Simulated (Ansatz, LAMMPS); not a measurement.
# Forces and charges in amorphous 57SiO2-30PbO-13Na2O (mol %) (62 atoms)

Aim: energy, forces, charges and density of states of amorphous 57SiO2-30PbO-13Na2O (mol %) (62 atoms) at a fixed geometry.

Main program and level: Ansatz 0.2.0; Kohn-Sham DFT, PBEsol, PAW (set soft_2), plane waves.

### Step 1. Set-up

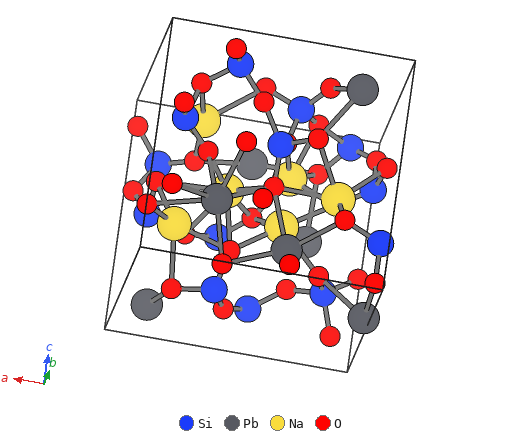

Start, viewed from a free direction; silicon blue, lead dark grey, sodium yellow, oxygen red. Bonds to atoms that aren't drawn are left out.

The cell holds 62 atoms: 13 Si, 7 Pb, 6 Na and 36 O. Its edges and angles: a = 9.179 Å, b = 9.179 Å, c = 9.179 Å, α = 90.0°, β = 90.0°, γ = 90.0°. 62 atoms (13 Si, 7 Sr, 6 Na, 36 O) placed at random at 3.72 g/cm³, melted at 5000 K for 10 ps at fixed volume with the Morse and Coulomb pair potential with partial charges (Pedone, Malavasi, Menziani, Cormack and Segre, J. Phys. Chem. B 110, 11780 (2006)). Quenched from 5000 K to 300 K at 10 K/ps and fixed volume, held 5 ps, then minimised at fixed cell. Then Sr was replaced by Pb and the cell scaled by 1.008 (the potential has no terms for the new elements, so the cell is a start for a DFT relaxation).

Before any run, some limits are plain. The quench rate of 10 K/ps far exceeds what a furnace or splat quench reaches, so expect more defects and frozen-in strain than in a real sample. The starting topology of bonds comes from the classical model, and needn't be the one that DFT or experiment would give. No spin–orbit coupling is included, so levels derived from the heavy atoms are approximate.

### Step 2. The classical run that made the cell

A classical potential makes the cell, at a small fraction of what the same run would cost in DFT.

This step: classical MD, Morse and Coulomb pair potential with partial charges (Pedone, Malavasi, Menziani, Cormack and Segre, J. Phys. Chem. B 110, 11780 (2006)) (LAMMPS 22 Jul 2025 - Update 4).

File in.lmp:

```
# melt-quench of Si13Sr7Na6O36
units metal
atom_style charge
boundary p p p
region box block 0 9.1059 0 9.1059 0 9.1059
create_box 4 box
mass 1 28.0850   # Si
mass 2 87.6200   # Sr
mass 3 22.9898   # Na
mass 4 15.9990   # O
create_atoms 1 random 13 101555 NULL overlap 1.5 maxtry 2000
create_atoms 2 random 7 101562 NULL overlap 1.5 maxtry 2000
create_atoms 3 random 6 101569 NULL overlap 1.5 maxtry 2000
create_atoms 4 random 36 101576 NULL overlap 1.5 maxtry 2000
pair_style hybrid/overlay pedone 5.5 coul/long 8.0
pair_coeff * * coul/long
pair_coeff 1 4 pedone 0.340554 2.006700 2.100000 1   # Si-O
pair_coeff 2 4 pedone 0.019623 1.886000 3.328330 3   # Sr-O
pair_coeff 3 4 pedone 0.023363 1.763867 3.006315 5   # Na-O
pair_coeff 4 4 pedone 0.042395 1.379316 3.618701 22   # O-O
set type 1 charge 2.4
set type 2 charge 1.2
set type 3 charge 0.6
set type 4 charge -1.2
kspace_style pppm 1.0e-4
neigh_modify delay 0 every 1 check yes
thermo_style custom step time temp pe press density
thermo_modify norm yes
timestep 0.002
thermo 100
min_style cg
minimize 1e-4 1e-4 200 2000
reset_timestep 0
velocity all create 5000 101556 mom yes dist gaussian
# [... 14 lines left out ...]
thermo 1250
fix md all nvt temp 300 300 0.2
run 2500 post no
unfix md
thermo 100
min_style cg
minimize 0 1e-3 2000 20000
write_dump all custom glass.dump id type xs ys zs modify sort id
```

The run is started by

```sh
lmp -in in.lmp -log none -nocite
```

Numbers of over 12 decimals in the logs are rounded to 6 here.

The program printed:

```text
LAMMPS (22 Jul 2025 - Update 4)
Created orthogonal box = (0 0 0) to (9.1059 9.1059 9.1059)
Created 13 atoms
Created 7 atoms
Created 6 atoms
Created 36 atoms
PPPM initialization ...
  G vector (1/distance) = 0.38220681
  grid = 10 10 10
  estimated relative force accuracy = 5.5891564e-05
   Step          Time           Temp          PotEng         Press         Density
         0   0              0             -3.1049944      872111.46      3.7219459
        97   0.194          0             -13.123799      74402.812      3.7219459
Loop time of 0.0284955 s on 1 MPI rank(s) for 97 steps with 62 atoms
Minimization stats:
  Stopping criterion = energy tolerance
  Energy initial, next-to-last, final =
      -3.1049944430282  -13.1226353028349  -13.1237987272218
  Force two-norm initial, final = 231.32465 1.5420718
  Iterations, force evaluations = 97 144
   Step          Time           Temp          PotEng         Press         Density
         0   0              5000          -13.123799      130174.65      3.7219459
       500   1              2365.7511     -12.812951      113298.44      3.7219459
      1000   2              2417.333      -12.837433      152246.34      3.7219459
Loop time of 0.152525 s on 1 MPI rank(s) for 1000 steps with 62 atoms
   Step          Time           Temp          PotEng         Press         Density
[... 2 lines left out ...]
      2499   4.998          4301.72       -12.396415      155271.82      3.7219459
      3332   6.664          3876.7949     -12.3381        166372.48      3.7219459
      4165   8.33           5467.585      -12.420998      167853.76      3.7219459
      4998   9.996          4581.0615     -12.462523      152782.31      3.7219459
      5831   11.662         4871.1504     -12.358766      211567.12      3.7219459
[... 1 line left out ...]
Loop time of 0.849129 s on 1 MPI rank(s) for 5000 steps with 62 atoms
   Step          Time           Temp          PotEng         Press         Density
[... 12 lines left out ...]
Loop time of 36.6177 s on 1 MPI rank(s) for 235000 steps with 62 atoms
   Step          Time           Temp          PotEng         Press         Density
[... 2 lines left out ...]
    242500   485            245.87928     -13.192095      65901.102      3.7219459
    243500   487            308.1812      -13.189606      64830.728      3.7219459
Loop time of 0.337421 s on 1 MPI rank(s) for 2500 steps with 62 atoms
   Step          Time           Temp          PotEng         Press         Density
    243500   487            308.1812      -13.189606      64830.728      3.7219459
    243532   487.064        308.1812      -13.22987       61717.175      3.7219459
Loop time of 0.0165013 s on 1 MPI rank(s) for 32 steps with 62 atoms
Minimization stats:
  Stopping criterion = linesearch alpha is zero
  Energy initial, next-to-last, final =
     -13.1896062304372   -13.229869935665   -13.229869935665
  Force two-norm initial, final = 11.396396 0.083567515
  Iterations, force evaluations = 32 91
```

Elapsed: 38 s, on 1 thread of AMD EPYC 9R45, shared host; peak memory 0.079 GiB.

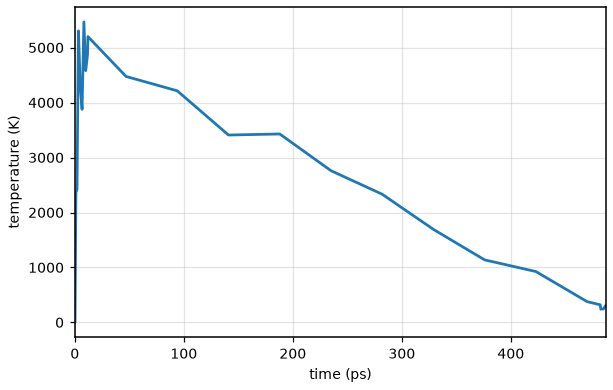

Temperature, plotted against time.

### Step 3. Plane-wave single point

One self-consistent run at the given positions yields energy and forces.

File input.yaml:

```yaml
crystal:
  lattice:
    - [9.17875, 0.0, 0.0]
    - [0.0, 9.17875, 0.0]
    - [0.0, 0.0, 9.17875]
  atoms:
    - { symbol: Si, position: [0.4619, 0.68775, 0.65864] }
    - { symbol: Si, position: [0.91231, 0.18426, 0.45402] }
    - { symbol: Si, position: [0.86126, 0.67889, 0.70568] }
    - { symbol: Si, position: [0.60411, 0.05673, 0.45599] }
    - { symbol: Si, position: [0.13498, 0.20519, 0.88074] }
    - { symbol: Si, position: [0.88052, 0.025, 0.73364] }
    - { symbol: Si, position: [0.61693, 0.35956, 0.11563] }
    - { symbol: Si, position: [0.38104, 0.4831, 0.90017] }
    - { symbol: Si, position: [0.44199, 0.06264, 0.17104] }
    - { symbol: Si, position: [0.01664, 0.80198, 0.27007] }
    - { symbol: Si, position: [0.67715, 0.75011, 0.94765] }
    - { symbol: Si, position: [0.03957, 0.41724, 0.6368] }
    - { symbol: Si, position: [0.16675, 0.25741, 0.22127] }
    - { symbol: Pb, position: [0.50391, 0.02698, 0.80497] }
    - { symbol: Pb, position: [0.01484, 0.52682, 0.04437] }
    - { symbol: Pb, position: [0.8514, 0.07859, 0.10764] }
    - { symbol: Pb, position: [0.69288, 0.72864, 0.36364] }
    - { symbol: Pb, position: [0.37835, 0.67737, 0.21826] }
    - { symbol: Pb, position: [0.18088, 0.85013, 0.89241] }
    - { symbol: Pb, position: [0.24223, 0.01409, 0.51812] }
    - { symbol: Na, position: [0.75682, 0.3694, 0.82329] }
    - { symbol: Na, position: [0.38499, 0.40234, 0.41666] }
    - { symbol: Na, position: [0.62513, 0.40007, 0.53017] }
    - { symbol: Na, position: [0.8239, 0.45573, 0.33029] }
    - { symbol: Na, position: [0.36891, 0.29051, 0.66988] }
    - { symbol: Na, position: [0.19605, 0.63819, 0.48764] }
    - { symbol: O, position: [0.42383, 0.52072, 0.73141] }
    - { symbol: O, position: [0.89961, 0.91794, 0.32497] }
    - { symbol: O, position: [0.30677, 0.15296, 0.24911] }
    - { symbol: O, position: [0.48703, 0.1644, 0.5229] }
    - { symbol: O, position: [0.20991, 0.42181, 0.22726] }
    - { symbol: O, position: [0.24122, 0.10568, 0.78075] }
    - { symbol: O, position: [0.90952, 0.34755, 0.53724] }
    - { symbol: O, position: [0.56009, 0.73731, 0.80935] }
    - { symbol: O, position: [0.55249, 0.18848, 0.1057] }
    - { symbol: O, position: [0.53209, 0.43958, 0.98251] }
    - { symbol: O, position: [0.74656, 0.15516, 0.4081] }
    - { symbol: O, position: [0.62494, 0.92171, 0.55728] }
    - { symbol: O, position: [0.28736, 0.33754, 0.903] }
    - { symbol: O, position: [0.17663, 0.83274, 0.33077] }
    - { symbol: O, position: [0.01626, 0.803, 0.09655] }
    - { symbol: O, position: [0.74779, 0.13715, 0.73294] }
    - { symbol: O, position: [0.98896, 0.0671, 0.86381] }
    - { symbol: O, position: [0.63226, 0.70063, 0.10286] }
    - { symbol: O, position: [0.89089, 0.84919, 0.70569] }
    - { symbol: O, position: [0.10973, 0.21278, 0.05978] }
    - { symbol: O, position: [0.03445, 0.33555, 0.79489] }
    - { symbol: O, position: [0.71894, 0.91625, 0.94728] }
    - { symbol: O, position: [0.97239, 0.08285, 0.58019] }
    - { symbol: O, position: [0.74432, 0.60655, 0.60679] }
    - { symbol: O, position: [0.02934, 0.20918, 0.32544] }
    - { symbol: O, position: [0.28734, 0.60876, 0.96662] }
    - { symbol: O, position: [0.32631, 0.79798, 0.67029] }
    - { symbol: O, position: [0.78888, 0.3545, 0.08961] }
    - { symbol: O, position: [0.01256, 0.58742, 0.67653] }
    - { symbol: O, position: [0.58099, 0.42138, 0.27074] }
    - { symbol: O, position: [0.9629, 0.64294, 0.32254] }
    - { symbol: O, position: [0.3852, 0.95668, 0.05348] }
    - { symbol: O, position: [0.53358, 0.98912, 0.3027] }
    - { symbol: O, position: [0.81211, 0.64425, 0.8776] }
    - { symbol: O, position: [0.46314, 0.6491, 0.48769] }
    - { symbol: O, position: [0.18316, 0.38341, 0.55602] }
kpoints:
  mp_grid: { grid: [2, 2, 2] }
hamiltonian:
  xc: pbesol
scf:
  occupations: { method: gaussian, width: 0.025 }
output:
  forces: true
  stress: true
  populations: true
  dos:
    method: { smearing: { sigma: 0.08 } }
    de: 0.1
    projected: { site_lists: { Na: [Na], O: [O], Pb: [Pb], Si: [Si] } }
  eigenvalues: true
  write_density: true
  write_potential: true
  volumetric_format: npy
```

The run is started by

```sh
ansatz run input.yaml --threads 8 --pin off --max-ram 15872MiB --backend cpu --events-out ev --progress --plain --runs-dir out
```

The program printed:

```text
Engine: ansatz 0.2.0, x86_64-unknown-linux-gnu
Pseudopotentials: kind: paw
Pseudopotential: Si, paw, valence charge 4, recommended cutoff 420 eV (normal), Si.paw.azcp
Pseudopotential: Pb, paw, valence charge 14, recommended cutoff 420 eV (normal), Pb.paw.azcp
Pseudopotential: Na, paw, valence charge 9, recommended cutoff 420 eV (normal), Na.paw.azcp
Pseudopotential: O, paw, valence charge 6, recommended cutoff 420 eV (normal), O.paw.azcp
[... 3 lines on functional and potentials left out ...]
Crystal: 62 atoms, lattice volume = 773.305 Å³
Basis set: ecut = 420 eV, 15203 PW (Γ), exchange–correlation on 128×128×128 points (8 copies of the dense FFT grid, shifted against one another)
Bands: 272, of which v1, the nominal top of the filled ones, is band 210 counted from 1 (209 counted from 0)
Symmetry: 1 space group operations
Space group: P1 (ITA 1), of the structure as read, at distance tolerance 9.2e-5 Å
k-points: 8
[... 13 lines on functional and potentials left out ...]
Initial density: superposition of atomic densities (neutral atoms: chi_scale 0, normalization atom), corrected by the library's trained network
Initial wavefunctions: pseudopotential atomic-orbital guess
Functional: x = pbesol(κ = 0.804, μ = 0.123457), c = pbesol(β = 0.046)
SCF iter   1: F=—  HF=-119453.707865 eV  |F-HF|=—  |Δ(HF+E_count)|=         —  Δρ=1.35e-2  dr2=1.23e0  ethr=1.77e-3  ⟨swp⟩=6.1  Hψ=9556  notcnv=0  defer=241
preconditioner: auto → Resta (q_TF=auto, 2.464 Å⁻¹)  ε∞=3.4  [insulator: Δε(μ)=2.976 eV  Ē_g=17.242 eV  σ=0.025 eV  W_gap=1.00  n_scr=178 (ndim 8)  ℏωp=27.0 eV  f_vac=0.033  D(μ)=0.00/eV (n_scr^D=0)  ε∞_Penn≈3.4]
SCF iter   2: F=—  HF=-119453.379913 eV  |F-HF|=—  |Δ(HF+E_count)|=   3.28e-1  Δρ=2.87e-3  dr2=4.62e-2  ethr=2.92e-4  ⟨swp⟩=2.0  Hψ=3528  notcnv=0  defer=453
SCF iter   3: F=—  HF=-119453.372140 eV  |F-HF|=—  |Δ(HF+E_count)|=   7.77e-3  Δρ=1.12e-3  dr2=1.14e-2  ethr=1.10e-5  ⟨swp⟩=2.0  Hψ=3113  notcnv=0  defer=453
SCF iter   4: F=—  HF=-119453.371409 eV  |F-HF|=—  |Δ(HF+E_count)|=   7.30e-4  Δρ=6.50e-4  dr2=3.60e-3  ethr=2.71e-6  ⟨swp⟩=2.0  Hψ=2643  notcnv=0  defer=453
SCF iter   5: F=—  HF=-119453.370898 eV  |F-HF|=—  |Δ(HF+E_count)|=   5.11e-4  Δρ=1.44e-4  dr2=2.17e-4  ethr=8.58e-7  ⟨swp⟩=2.0  Hψ=2643  notcnv=0  defer=453
SCF iter   6: F=—  HF=-119453.370938 eV  |F-HF|=—  |Δ(HF+E_count)|=   4.04e-5  Δρ=8.30e-5  dr2=4.88e-5  ethr=5.16e-8  ⟨swp⟩=2.1  Hψ=3067  notcnv=0  defer=453
SCF iter   7: F=—  HF=-119453.371701 eV  |F-HF|=—  |Δ(HF+E_count)|=   7.62e-4  Δρ=2.64e-5  dr2=4.64e-6  ethr=1.16e-8  ⟨swp⟩=2.0  Hψ=3734  notcnv=0  defer=453
SCF iter   8: F=—  HF=-119453.371703 eV  |F-HF|=—  |Δ(HF+E_count)|=   1.81e-6  Δρ=9.08e-6  dr2=5.86e-7  ethr=1.11e-9  ⟨swp⟩=2.0  Hψ=3071  notcnv=0  defer=453
SCF iter   9: F=—  HF=-119453.371703 eV  |F-HF|=—  |Δ(HF+E_count)|=   3.25e-7  Δρ=5.09e-6  dr2=1.82e-7  ethr=2.38e-11  ⟨swp⟩=18.8  Hψ=19966  notcnv=0
SCF iter  10: F=-119453.371703 eV  HF=-119453.371703 eV  |F-HF|=4.53e-9  |Δ(HF+E_count)|=   1.89e-8  Δρ=1.34e-6  dr2=1.37e-8  ethr=2.38e-11  ⟨swp⟩=8.1  Hψ=12783  notcnv=0
SCF 1 converged in 10 iterations: F = -119453.371703 eV  dr2 = 1.37e-8
  greatest PAW one-centre occupation: 0.999 electrons in one spin orbital (limit 2), on the Na atom at site 24 (counted from 0), in its partial waves of l = 0
SCF converged after 10 iterations
Free energy (F): -119453.371703 eV
Harris-Foulkes:  -119453.371703 eV  (|F-HF|=4.53e-9)
Internal energy: -119453.371703 eV  (E = F + TS)
E sigma→0 (E₀):  -119453.371703 eV
Fermi energy:    8.413338 eV
--- Per-component energies (eV) ---
  E_band       = -1795.521672
  E_kinetic    = 9728.308475
  E_local      = -28047.060223  (includes V_loc(G=0)·N_el)
  E_nonlocal   = 5228.389166
  E_hartree    = 10218.841538
  E_xc         = -5143.245931
  E_vxc        = -5260.228208  (∫ρ·V_xc dr)
  E_paw        = -85280.882354  (= ΣΔE_a)
  E_vpaw       = -3882.705292  (= ΣTr[D̂ρ^β])
  E_aug_tail   = 0.090645  (compensation charges beyond the density's cutoff)
  E_ewald      = -26160.256651
  E_core_change = 2.443632  (= ΣΔE_core)
  E_smearing   = -0.000000  (= −TS)
  E_closure    = 0.000000  (closes the sum)
  Σ components = -119453.371703   (vs F -119453.371703, Δ=0.00e0)
--- Forces (eV/Å), atoms counted from 1 ---
  atom   1  Si     0.66081977    -0.28080544     1.91889212
  atom   2  Si     0.39761301     0.32032760     1.31005102
  atom   3  Si    -0.30895880    -0.43187130     1.07380680
  atom   4  Si    -0.20076863     0.00492079    -0.30005252
  atom   5  Si     0.24746527     1.59452761    -0.75957333
  atom   6  Si    -0.71341279     0.77084161    -1.28073018
  atom   7  Si    -0.95667579    -0.84100367     0.13609488
  atom   8  Si     0.07451689    -1.33915731     0.22326897
  atom   9  Si     0.38717174     2.48954829     0.59815615
  atom  10  Si    -0.70261404    -0.30881174     0.17797402
  atom  11  Si     0.30538489    -0.44842807    -1.56658415
  atom  12  Si     0.20843019    -1.25243740     0.52441671
  atom  13  Si     0.55705104    -0.38092101    -0.63066169
  atom  14  Pb     1.85179843    -0.81119487     0.21189149
[...]
atom  61  O      0.34314160    -0.96590076    -0.60250941
  atom  62  O      1.86597239     0.34408097    -1.01153391
  max |Σ_I F_I| component: 4.16e-5 eV/Å
--- Stress (GPa, compression-positive) ---
        5.573046      -0.846847       0.060553
       -0.846847       4.999329      -1.078846
        0.060553      -1.078846       6.181133
  P = ⅓ Tr σ = 5.5845 GPa (55.845 kbar)
--- Band table (eV; the first three rows and the last of 8) ---
  k-point 0: bands = ["-44.1560", "-43.4123", "-43.2685", "-43.1268", [... 256 levels ...], "16.3585", "16.4027", "16.5297", "16.6107", "16.6969", "16.7412", "16.8073", "16.8507", "17.0054", "17.0788", "17.1144", "17.2122"]
[...]
--- Löwdin populations: 62 sites ---
  site symbol       q [e]
     0     Si      2.3945
     1     Si      2.3077
     2     Si      2.3360
[...]
61      O      6.9562
  spilling = 0.008897 (of n_electrons = 420.000000)
```

Wall time 12 s (8 threads of AMD EPYC 9R45, shared host); peak memory 6.9 GiB.

In the SCF lines HF is the Harris–Foulkes energy and dr2 the Hartree energy of the density residual, in eV; the loop may stop once dr2 is under the threshold and the program's other checks hold. Hψ counts applications of the Hamiltonian.

The run gave:

```
free energy                                      : -119453.3717 eV
free energy per atom                             : -1926.6673 eV/atom
SCF cycles                                       : 10
pressure                                         : 5.585 GPa
r.m.s. force component                           : 0.9007 eV/Å
longest force                                    : 2.945 eV/Å
Fermi energy                                     : 8.413 eV
gap (highest filled to lowest empty level) : 3.058 eV
spilling of the projection                       : 0.008897
```

Length of the force by element:

```
element  coordination  atoms  mean length of the force (eV/Å)  spread  least  most
     Na           all      6                            0.731   0.258  0.380  1.10
      O           all     36                             1.59   0.630  0.457  2.94
     Pb           all      7                             1.24   0.494  0.569  2.03
     Si           all     13                             1.42   0.544  0.361  2.59
```

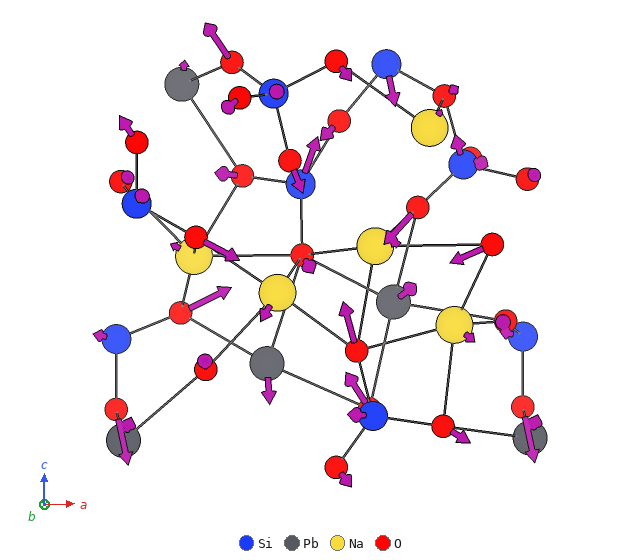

Forces as arrows; the longest in the cell is 2.94 eV/Å. Drawn is a slice 5 Å thick, seen along the normal of the ac plane.

Löwdin charges by element (they lack the spilled electrons, 0.060 e an atom on average):

```
element  coordination  atoms  mean charge (e)  spread   least    most
     Na           all      6             0.77  0.0091   0.758   0.782
      O           all     36           -0.814  0.0521  -0.956  -0.753
     Pb           all      7             1.01  0.0217   0.968    1.04
     Si           all     13             1.64  0.0323    1.57    1.69
```

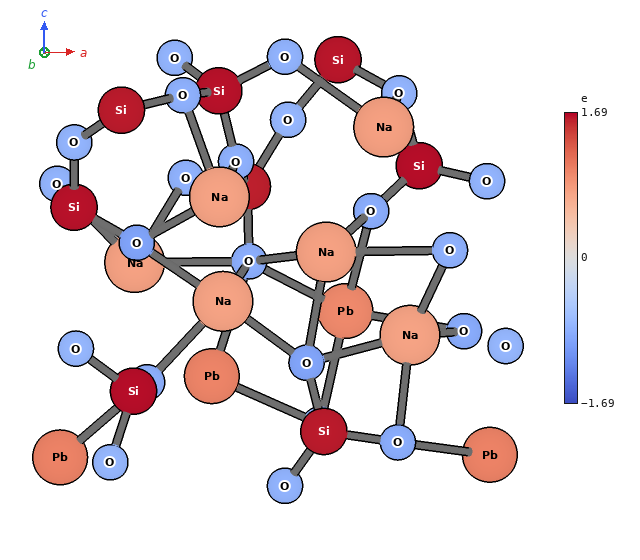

Atoms coloured by Löwdin charge. Drawn is a slice 6 Å thick, seen along the normal of the ac plane. Bonds to atoms that aren't drawn are left out.

(Continued in part 2 of 2.)

[Logs are printed without paths, hosts, clocks, repeated set-up lines and the standing remarks that a program may print on its own settings, such as how far it seeks lower states.]

[Hosts, paths, dates, database ids (printed as entryN), source tags and the programs' standing remarks are cut or masked in the printed files.]
